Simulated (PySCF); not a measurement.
# C2H8BF2N: NMR shifts at several levels of theory, part 1 of 2

How much do the NMR shifts of C2H8BF2N (`[NH3+][BH2-]CC(F)F`) depend on the level of theory, and what does each level cost?

Programs: PySCF 2.14.0, with density-fitted response routines of our own. Each step states its level of theory. These are calculated values for one molecule in the gas phase, unless marked as measured. Atoms count from 0, in the outputs and in this text.

**1. Starting geometry**

14 atoms, charge 0, multiplicity 1; geometry from: PBE0-D3(BJ)/def2-SVP.

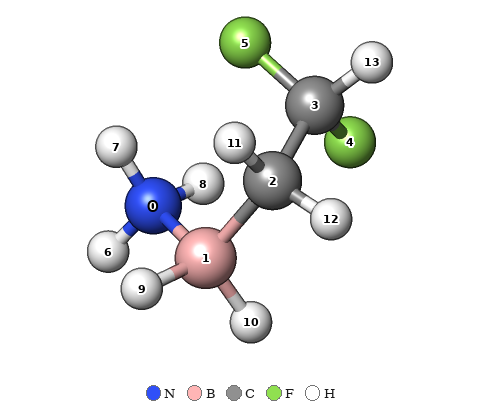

As it starts; nitrogen blue, boron pink, carbon grey, fluorine green, hydrogen white, atoms numbered.

**2. NMR shieldings: HF/pcSseg-1**

Job settings and geometry (Å):

```
{"job": {"kind": "nmr", "xc": "HF", "basis": "pcSseg-1", "pop": false}, "charge": 0, "multiplicity": 1}
N      1.460539     0.451305     0.337844
B      0.679780    -0.956695     0.072529
C     -0.801718    -0.633103    -0.535450
C     -1.422109     0.642133    -0.058107
F     -1.268313     0.806435     1.291703
F     -0.776971     1.717324    -0.626310
H      2.408732     0.275738     0.667305
H      1.501407     1.038586    -0.496302
H      0.961560     0.988763     1.050614
H      1.384209    -1.586457    -0.708077
H      0.644440    -1.484675     1.177812
H     -0.808784    -0.580694    -1.637318
H     -1.473907    -1.463633    -0.266617
H     -2.496764     0.769674    -0.276220
```

With the program's defaults for keys left out, this is: GIAO HF/pcSseg-1 NMR shielding, non-relativistic, gas phase.

The run is started by

```console
OMP_NUM_THREADS=1 python probes_run.py task.json out
```

This one command runs all jobs of the session in turn.

The program printed:

```text
final grid: 110800 points
cycle   1  E = -358.2262409096  dE =  8.682e-01  |g| = 7.800e-01  |ddm| = 2.890e+00
cycle   2  E = -358.3375176125  dE = -1.113e-01  |g| = 4.453e-01  |ddm| = 7.104e-01
cycle   3  E = -358.3691250754  dE = -3.161e-02  |g| = 6.667e-02  |ddm| = 2.343e-01
cycle   4  E = -358.3705785339  dE = -1.453e-03  |g| = 1.835e-02  |ddm| = 7.415e-02
cycle   5  E = -358.3706759769  dE = -9.744e-05  |g| = 4.091e-03  |ddm| = 2.040e-02
cycle   6  E = -358.3706836796  dE = -7.703e-06  |g| = 1.144e-03  |ddm| = 6.535e-03
cycle   7  E = -358.3706843019  dE = -6.223e-07  |g| = 3.870e-04  |ddm| = 2.061e-03
cycle   8  E = -358.3706843597  dE = -5.782e-08  |g| = 1.013e-04  |ddm| = 5.177e-04
cycle   9  E = -358.3706843645  dE = -4.782e-09  |g| = 2.414e-05  |ddm| = 1.771e-04
cycle  10  E = -358.3706843648  dE = -2.490e-10  |g| = 7.137e-06  |ddm| = 4.453e-05
converged SCF energy = -358.3706843648

GIAO shielding tensors (ppm)
atom      isotropic    diamagn.    paramagn.     s11        s22        s33       span
  0 N      229.018     318.071     -89.053    214.809    230.314    241.930     27.121
  1 B      129.457     178.686     -49.229    116.930    128.417    143.022     26.092
  2 C      170.454     248.809     -78.355    158.711    164.512    188.139     29.429
  3 C       78.433     235.909    -157.476     53.978     88.435     92.887     38.909
  4 F      341.671     476.712    -135.041    236.606    368.778    419.629    183.023
  5 F      336.048     477.710    -141.662    226.651    367.047    414.447    187.796
  6 H       29.008      28.078       0.930     22.191     24.152     40.680     18.489
  7 H       28.754      30.473      -1.719     22.358     26.274     37.629     15.270
  8 H       28.047      30.918      -2.871     20.893     26.297     36.949     16.056
  9 H       29.483      29.091       0.393     25.873     29.074     33.503      7.630
 10 H       29.388      29.078       0.310     25.966     28.909     33.289      7.323
 11 H       30.782      30.630       0.152     26.983     28.428     36.936      9.953
 12 H       30.621      29.998       0.624     27.153     27.605     37.106      9.953
 13 H       25.958      27.227      -1.269     23.324     23.699     30.852      7.529
```

It took 5.7 s on 1 thread of Arm Neoverse V1, shared host; peak memory 0.73 GiB.

The references, computed at this level on geometries of the same kind, shield at (ppm): 1H TMS 31.69, 13C TMS 190.8, 19F CFCl3 246.4, 15N NH3 265.7, 11B BF3·OEt2 115.3. Their shielding less the atom's gives the shift. The references are single molecules in the gas phase, so shifts against H2O, NH3, PH3, H3PO4 or CFCl3 are not on the usual liquid scales and can be off by tens of ppm. Atoms listed in one row are averaged.

```csv
atoms,environment,σ (ppm),δ (ppm)
C3,sp3 CH bonded to 2 F,78.4,112.4
C2,sp3 CH2 bonded to B,170.5,20.4
H13,hydrogen on an sp3 CH bonded to 2 F,25.96,5.73
"H6, H7, H8",hydrogen on a donor nitrogen of a Lewis adduct,28.60,3.08
"H9, H10","hydrogen on a boron bonded to C, N",29.44,2.25
"H11, H12",hydrogen on an sp3 CH2 bonded to B,30.70,0.98
N0,donor nitrogen of a Lewis adduct,229.0,36.7
B1,"boron bonded to C, N, 2 H",129.5,-14.2
"F4, F5",fluorine of a CF2 group,338.9,-92.5
```

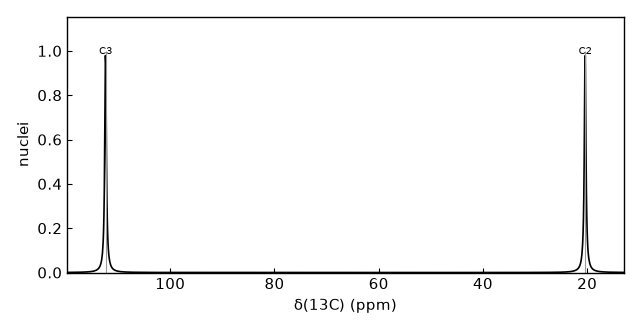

13C lines at the computed shifts, without couplings. Lines are broadened to a width of 0.37 ppm (Lorentzian).

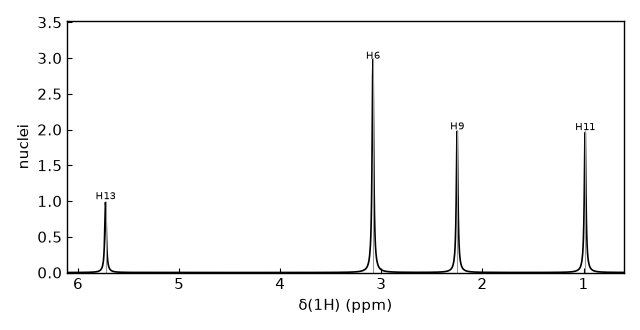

1H lines at the computed shifts, without couplings. Lines are broadened to a width of 0.02 ppm (Lorentzian).

**3. NMR shieldings: LDA/pcSseg-1**

The job, as its differences from that of step 2:

```diff
@@ -1,2 +1,2 @@
-{"job": {"kind": "nmr", "xc": "HF", "basis": "pcSseg-1", "pop": false}, "charge": 0, "multiplicity": 1}
+{"job": {"kind": "nmr", "xc": "LDA", "basis": "pcSseg-1", "pop": false}, "charge": 0, "multiplicity": 1}
 N      1.460539     0.451305     0.337844
```

With the program's defaults for keys left out, this is: GIAO LDA/pcSseg-1 NMR shielding, non-relativistic, gas phase.

The program printed:

```text
coarse grid: 11456 points
cycle   1  E = -357.3812542496  dE =  4.324e-01  |g| = 7.960e-01  |ddm| = 3.059e+00
cycle   2  E = -357.1654811544  dE =  2.158e-01  |g| = 1.329e+00  |ddm| = 1.703e+00
cycle   3  E = -357.5184751563  dE = -3.530e-01  |g| = 1.131e-01  |ddm| = 1.070e+00
cycle   4  E = -357.5206320085  dE = -2.157e-03  |g| = 5.733e-02  |ddm| = 1.366e-01
cycle   5  E = -357.5213162627  dE = -6.843e-04  |g| = 1.148e-02  |ddm| = 5.271e-02
cycle   6  E = -357.5213430304  dE = -2.677e-05  |g| = 4.036e-03  |ddm| = 1.267e-02
cycle   7  E = -357.5213463502  dE = -3.320e-06  |g| = 9.757e-04  |ddm| = 3.600e-03
final grid: 110800 points
cycle   8  E = -357.5602049781  dE = -7.845e-05  |g| = 4.644e-03  |ddm| = 3.515e-02
cycle   9  E = -357.5601963538  dE =  8.624e-06  |g| = 8.110e-03  |ddm| = 9.893e-03
cycle  10  E = -357.5602100355  dE = -1.368e-05  |g| = 9.762e-04  |ddm| = 5.853e-03
cycle  11  E = -357.5602101616  dE = -1.262e-07  |g| = 3.622e-04  |ddm| = 9.281e-04
cycle  12  E = -357.5602101832  dE = -2.151e-08  |g| = 7.319e-05  |ddm| = 2.979e-04
cycle  13  E = -357.5602101840  dE = -8.492e-10  |g| = 3.136e-05  |ddm| = 6.951e-05
converged SCF energy = -357.5602101840

GIAO shielding tensors (ppm)
atom      isotropic    diamagn.    paramagn.     s11        s22        s33       span
  0 N      216.889     314.861     -97.973    201.402    218.610    230.654     29.252
  1 B      116.780     187.433     -70.653    101.043    113.737    135.561     34.517
  2 C      155.179     251.273     -96.093    140.574    147.769    177.195     36.621
  3 C       43.815     240.066    -196.251     17.768     55.495     58.183     40.416
  4 F      276.527     476.258    -199.731    167.000    294.481    368.100    201.099
  5 F      265.490     477.385    -211.895    152.081    292.679    351.711    199.630
  6 H       28.317      27.895       0.423     21.689     24.125     39.138     17.449
  7 H       28.123      30.015      -1.892     22.219     25.776     36.374     14.155
  8 H       27.295      30.456      -3.161     20.403     25.894     35.588     15.186
  9 H       28.324      28.844      -0.520     24.831     28.466     31.673      6.842
 10 H       28.141      29.008      -0.867     24.747     28.150     31.526      6.779
 11 H       29.555      30.236      -0.680     25.960     27.750     34.957      8.997
 12 H       29.498      29.589      -0.092     26.421     26.996     35.076      8.655
 13 H       24.145      26.845      -2.699     21.715     22.225     28.496      6.781
```

It took 15 s on 1 thread of Arm Neoverse V1, shared host; peak memory 0.66 GiB.

Key values: δ C3 136.9, C2 25.5, N0 55.0, B1 -23.9, H13 6.68, H6 2.92 ppm (means over like atoms).

**4. NMR shieldings: PBE/pcSseg-1**

The job, as its differences from that of step 3:

```diff
@@ -1,2 +1,2 @@
-{"job": {"kind": "nmr", "xc": "LDA", "basis": "pcSseg-1", "pop": false}, "charge": 0, "multiplicity": 1}
+{"job": {"kind": "nmr", "xc": "PBE", "basis": "pcSseg-1", "pop": false}, "charge": 0, "multiplicity": 1}
 N      1.460539     0.451305     0.337844
```

Level: GIAO PBE/pcSseg-1 NMR shielding, non-relativistic, gas phase.

The program printed:

```text
coarse grid: 11456 points
cycle   1  E = -359.7003280239  dE =  4.388e-01  |g| = 8.080e-01  |ddm| = 3.052e+00
cycle   2  E = -359.4946749785  dE =  2.057e-01  |g| = 1.336e+00  |ddm| = 1.683e+00
cycle   3  E = -359.8363982785  dE = -3.417e-01  |g| = 1.197e-01  |ddm| = 1.045e+00
cycle   4  E = -359.8389992926  dE = -2.601e-03  |g| = 5.640e-02  |ddm| = 1.471e-01
cycle   5  E = -359.8396807278  dE = -6.814e-04  |g| = 1.101e-02  |ddm| = 5.276e-02
cycle   6  E = -359.8397063290  dE = -2.560e-05  |g| = 3.768e-03  |ddm| = 1.215e-02
cycle   7  E = -359.8397092393  dE = -2.910e-06  |g| = 9.723e-04  |ddm| = 3.399e-03
final grid: 110800 points
cycle   8  E = -359.8985098262  dE = -7.928e-05  |g| = 1.369e-02  |ddm| = 4.284e-02
cycle   9  E = -359.8984286097  dE =  8.122e-05  |g| = 2.430e-02  |ddm| = 2.815e-02
cycle  10  E = -359.8985527051  dE = -1.241e-04  |g| = 2.279e-03  |ddm| = 1.725e-02
cycle  11  E = -359.8985535618  dE = -8.567e-07  |g| = 4.932e-04  |ddm| = 2.051e-03
cycle  12  E = -359.8985536014  dE = -3.960e-08  |g| = 1.182e-04  |ddm| = 4.229e-04
cycle  13  E = -359.8985536042  dE = -2.750e-09  |g| = 3.491e-05  |ddm| = 9.103e-05
cycle  14  E = -359.8985536044  dE = -2.153e-10  |g| = 9.412e-06  |ddm| = 2.829e-05
converged SCF energy = -359.8985536044

GIAO shielding tensors (ppm)
atom      isotropic    diamagn.    paramagn.     s11        s22        s33       span
  0 N      212.616     313.927    -101.311    198.974    213.830    225.045     26.071
  1 B      116.881     187.483     -70.602    101.869    114.420    134.354     32.485
  2 C      154.769     250.427     -95.659    141.658    147.269    175.379     33.721
  3 C       47.931     239.918    -191.987     23.198     59.140     61.454     38.256
  4 F      278.930     476.470    -197.540    171.414    304.407    360.970    189.556
  5 F      269.178     477.548    -208.369    157.601    302.939    346.995    189.394
  6 H       28.662      28.170       0.492     22.346     24.560     39.081     16.735
  7 H       28.448      30.450      -2.001     22.685     26.335     36.326     13.641
  8 H       27.623      30.915      -3.292     20.971     26.323     35.575     14.603
  9 H       28.774      29.338      -0.564     25.405     28.906     32.011      6.607
 10 H       28.606      29.574      -0.968     25.328     28.600     31.890      6.562
 11 H       30.001      30.672      -0.670     26.562     28.261     35.181      8.619
 12 H       29.935      29.978      -0.043     27.027     27.496     35.281      8.254
 13 H       24.624      27.242      -2.617     22.232     22.768     28.873      6.642
```

Run time: 19 s. Hardware: 1 thread of Arm Neoverse V1, shared host; peak memory 0.61 GiB.

This run: δ C3 132.1, C2 25.3, N0 52.4, B1 -22.1, H13 6.57, H6 2.95 ppm (means over like atoms).

**5. NMR shieldings: BLYP/pcSseg-1**

The job, as its differences from that of step 4:

```diff
@@ -1,2 +1,2 @@
-{"job": {"kind": "nmr", "xc": "PBE", "basis": "pcSseg-1", "pop": false}, "charge": 0, "multiplicity": 1}
+{"job": {"kind": "nmr", "xc": "BLYP", "basis": "pcSseg-1", "pop": false}, "charge": 0, "multiplicity": 1}
 N      1.460539     0.451305     0.337844
```

With the program's defaults for keys left out, this is: GIAO BLYP/pcSseg-1 NMR shielding, non-relativistic, gas phase.

The program printed:

```text
coarse grid: 11456 points
cycle   1  E = -359.9920725679  dE =  4.391e-01  |g| = 8.632e-01  |ddm| = 3.061e+00
cycle   2  E = -359.7450241282  dE =  2.470e-01  |g| = 1.461e+00  |ddm| = 1.793e+00
cycle   3  E = -360.1409994501  dE = -3.960e-01  |g| = 1.288e-01  |ddm| = 1.141e+00
cycle   4  E = -360.1438719127  dE = -2.872e-03  |g| = 6.249e-02  |ddm| = 1.604e-01
cycle   5  E = -360.1447240495  dE = -8.521e-04  |g| = 1.216e-02  |ddm| = 5.976e-02
cycle   6  E = -360.1447557596  dE = -3.171e-05  |g| = 4.084e-03  |ddm| = 1.373e-02
cycle   7  E = -360.1447591261  dE = -3.367e-06  |g| = 1.118e-03  |ddm| = 3.523e-03
final grid: 110800 points
cycle   8  E = -360.2060956351  dE = -8.036e-05  |g| = 1.013e-02  |ddm| = 3.912e-02
cycle   9  E = -360.2060485684  dE =  4.707e-05  |g| = 1.875e-02  |ddm| = 1.924e-02
cycle  10  E = -360.2061172088  dE = -6.864e-05  |g| = 1.469e-03  |ddm| = 1.216e-02
cycle  11  E = -360.2061175533  dE = -3.445e-07  |g| = 3.839e-04  |ddm| = 1.388e-03
cycle  12  E = -360.2061175784  dE = -2.509e-08  |g| = 8.772e-05  |ddm| = 3.290e-04
cycle  13  E = -360.2061175797  dE = -1.332e-09  |g| = 3.557e-05  |ddm| = 7.935e-05
cycle  14  E = -360.2061175799  dE = -1.990e-10  |g| = 9.997e-06  |ddm| = 2.810e-05
converged SCF energy = -360.2061175799

GIAO shielding tensors (ppm)
atom      isotropic    diamagn.    paramagn.     s11        s22        s33       span
  0 N      207.230     313.151    -105.921    193.914    208.155    219.620     25.706
  1 B      112.588     187.130     -74.541     97.946    110.243    129.576     31.630
  2 C      148.883     249.679    -100.796    135.735    141.110    169.803     34.068
  3 C       41.525     239.373    -197.848     16.673     53.479     54.423     37.750
  4 F      277.923     477.354    -199.431    169.272    306.501    357.997    188.725
  5 F      268.206     478.397    -210.191    155.814    304.492    344.312    188.498
  6 H       28.782      28.289       0.494     22.697     24.789     38.862     16.165
  7 H       28.567      30.618      -2.051     22.939     26.618     36.143     13.204
  8 H       27.731      31.111      -3.380     21.274     26.496     35.422     14.148
  9 H       28.999      29.641      -0.642     25.730     29.177     32.091      6.360
 10 H       28.835      29.988      -1.153     25.636     28.866     32.002      6.366
 11 H       30.185      30.830      -0.645     26.921     28.567     35.067      8.146
 12 H       30.122      30.062       0.061     27.440     27.803     35.125      7.685
 13 H       24.780      27.273      -2.493     22.426     23.038     28.876      6.450
```

Run time: 19 s. Hardware: 1 thread of Arm Neoverse V1, shared host; peak memory 0.69 GiB.

Key values: δ C3 133.8, C2 26.4, N0 55.3, B1 -19.7, H13 6.58, H6 3.00 ppm (means over like atoms).

**6. Nuclear shieldings: BP86/pcSseg-1**

The job, as its differences from that of step 5:

```diff
@@ -1,2 +1,2 @@
-{"job": {"kind": "nmr", "xc": "BLYP", "basis": "pcSseg-1", "pop": false}, "charge": 0, "multiplicity": 1}
+{"job": {"kind": "nmr", "xc": "BP86", "basis": "pcSseg-1", "pop": false}, "charge": 0, "multiplicity": 1}
 N      1.460539     0.451305     0.337844
```

Method: GIAO BP86/pcSseg-1 NMR shielding, non-relativistic, gas phase.

The program printed:

```text
coarse grid: 11456 points
cycle   1  E = -360.1100391882  dE =  4.395e-01  |g| = 8.129e-01  |ddm| = 3.051e+00
cycle   2  E = -359.9077334672  dE =  2.023e-01  |g| = 1.346e+00  |ddm| = 1.612e+00
cycle   3  E = -360.2451645700  dE = -3.374e-01  |g| = 1.234e-01  |ddm| = 9.900e-01
cycle   4  E = -360.2479371947  dE = -2.773e-03  |g| = 5.639e-02  |ddm| = 1.476e-01
cycle   5  E = -360.2486219407  dE = -6.847e-04  |g| = 1.074e-02  |ddm| = 5.228e-02
cycle   6  E = -360.2486466947  dE = -2.475e-05  |g| = 3.646e-03  |ddm| = 1.185e-02
cycle   7  E = -360.2486496319  dE = -2.937e-06  |g| = 9.726e-04  |ddm| = 3.213e-03
final grid: 110800 points
cycle   8  E = -360.3055912020  dE = -9.677e-05  |g| = 6.049e-03  |ddm| = 4.047e-02
cycle   9  E = -360.3055826271  dE =  8.575e-06  |g| = 8.626e-03  |ddm| = 1.298e-02
cycle  10  E = -360.3055993129  dE = -1.669e-05  |g| = 1.202e-03  |ddm| = 7.813e-03
cycle  11  E = -360.3055995116  dE = -1.987e-07  |g| = 4.586e-04  |ddm| = 9.179e-04
cycle  12  E = -360.3055995430  dE = -3.134e-08  |g| = 8.782e-05  |ddm| = 3.288e-04
cycle  13  E = -360.3055995443  dE = -1.356e-09  |g| = 3.007e-05  |ddm| = 7.464e-05
cycle  14  E = -360.3055995445  dE = -1.603e-10  |g| = 6.644e-06  |ddm| = 2.518e-05
converged SCF energy = -360.3055995445

GIAO shielding tensors (ppm)
atom      isotropic    diamagn.    paramagn.     s11        s22        s33       span
  0 N      212.778     314.725    -101.947    198.686    214.230    225.418     26.732
  1 B      116.999     186.758     -69.759    102.229    114.840    133.927     31.698
  2 C      154.752     250.896     -96.144    141.691    147.217    175.349     33.658
  3 C       47.565     240.002    -192.437     22.638     58.971     61.087     38.448
  4 F      280.904     476.606    -195.702    173.358    305.928    363.424    190.066
  5 F      271.667     477.685    -206.018    159.583    304.746    350.672    191.090
  6 H       28.751      28.189       0.562     22.468     24.621     39.163     16.694
  7 H       28.515      30.536      -2.020     22.747     26.432     36.367     13.620
  8 H       27.692      31.016      -3.324     21.053     26.400     35.623     14.570
  9 H       28.860      29.379      -0.519     25.484     28.961     32.135      6.651
 10 H       28.691      29.601      -0.910     25.412     28.664     31.997      6.586
 11 H       30.090      30.746      -0.656     26.659     28.329     35.283      8.624
 12 H       30.015      30.034      -0.018     27.100     27.570     35.376      8.276
 13 H       24.701      27.261      -2.560     22.315     22.875     28.913      6.597
```

It took 19 s on 1 thread of Arm Neoverse V1, shared host; peak memory 0.61 GiB.

This run: δ C3 132.2, C2 25.0, N0 50.3, B1 -21.7, H13 6.57, H6 2.95 ppm (means over like atoms).

**7. NMR shieldings: OPBE/pcSseg-1**

The job, as its differences from that of step 6:

```diff
@@ -1,2 +1,2 @@
-{"job": {"kind": "nmr", "xc": "BP86", "basis": "pcSseg-1", "pop": false}, "charge": 0, "multiplicity": 1}
+{"job": {"kind": "nmr", "xc": "OPBE", "basis": "pcSseg-1", "pop": false}, "charge": 0, "multiplicity": 1}
 N      1.460539     0.451305     0.337844
```

With the program's defaults for keys left out, this is: GIAO OPBE/pcSseg-1 NMR shielding, non-relativistic, gas phase.

The program printed:

```text
coarse grid: 11456 points
cycle   1  E = -359.9490066873  dE =  4.271e-01  |g| = 8.045e-01  |ddm| = 3.051e+00
cycle   2  E = -359.7704002196  dE =  1.786e-01  |g| = 1.290e+00  |ddm| = 1.632e+00
cycle   3  E = -360.0814201643  dE = -3.110e-01  |g| = 1.160e-01  |ddm| = 9.885e-01
cycle   4  E = -360.0841249455  dE = -2.705e-03  |g| = 5.113e-02  |ddm| = 1.489e-01
cycle   5  E = -360.0846977396  dE = -5.728e-04  |g| = 1.037e-02  |ddm| = 4.843e-02
cycle   6  E = -360.0847210676  dE = -2.333e-05  |g| = 3.306e-03  |ddm| = 1.098e-02
cycle   7  E = -360.0847232988  dE = -2.231e-06  |g| = 9.536e-04  |ddm| = 3.265e-03
final grid: 110800 points
cycle   8  E = -360.1212760452  dE = -1.904e-04  |g| = 2.395e-02  |ddm| = 6.424e-02
cycle   9  E = -360.1211799489  dE =  9.610e-05  |g| = 3.390e-02  |ddm| = 4.423e-02
cycle  10  E = -360.1213730053  dE = -1.931e-04  |g| = 3.774e-03  |ddm| = 2.641e-02
cycle  11  E = -360.1213757788  dE = -2.774e-06  |g| = 7.093e-04  |ddm| = 2.923e-03
cycle  12  E = -360.1213758951  dE = -1.162e-07  |g| = 1.812e-04  |ddm| = 8.077e-04
cycle  13  E = -360.1213759010  dE = -5.926e-09  |g| = 6.353e-05  |ddm| = 1.622e-04
cycle  14  E = -360.1213759017  dE = -7.471e-10  |g| = 1.551e-05  |ddm| = 5.638e-05
converged SCF energy = -360.1213759017

GIAO shielding tensors (ppm)
atom      isotropic    diamagn.    paramagn.     s11        s22        s33       span
  0 N      217.390     314.610     -97.220    205.166    218.373    228.631     23.465
  1 B      122.601     187.541     -64.940    108.218    120.583    139.002     30.784
  2 C      161.659     250.591     -88.931    150.100    154.540    180.338     30.238
  3 C       59.654     240.439    -180.785     35.894     69.976     73.093     37.199
  4 F      287.472     475.787    -188.315    184.210    313.684    364.521    180.311
  5 F      279.240     476.796    -197.556    171.234    313.306    353.179    181.944
  6 H       28.686      28.091       0.595     22.286     24.450     39.322     17.036
  7 H       28.417      30.433      -2.017     22.519     26.233     36.497     13.977
  8 H       27.606      30.876      -3.270     20.836     26.248     35.734     14.898
  9 H       28.854      29.273      -0.419     25.474     28.908     32.181      6.708
 10 H       28.694      29.440      -0.745     25.432     28.599     32.052      6.620
 11 H       30.043      30.656      -0.612     26.494     28.191     35.445      8.952
 12 H       29.971      30.016      -0.045     26.888     27.424     35.600      8.712
 13 H       24.731      27.320      -2.588     22.314     22.788     29.092      6.778
```

Wall time 19 s (1 thread of Arm Neoverse V1, shared host); peak memory 0.61 GiB.

In short: δ C3 125.5, C2 23.5, N0 46.7, B1 -22.3, H13 6.50, H6 2.99 ppm (means over like atoms).

(Continued in part 2 of 2.)
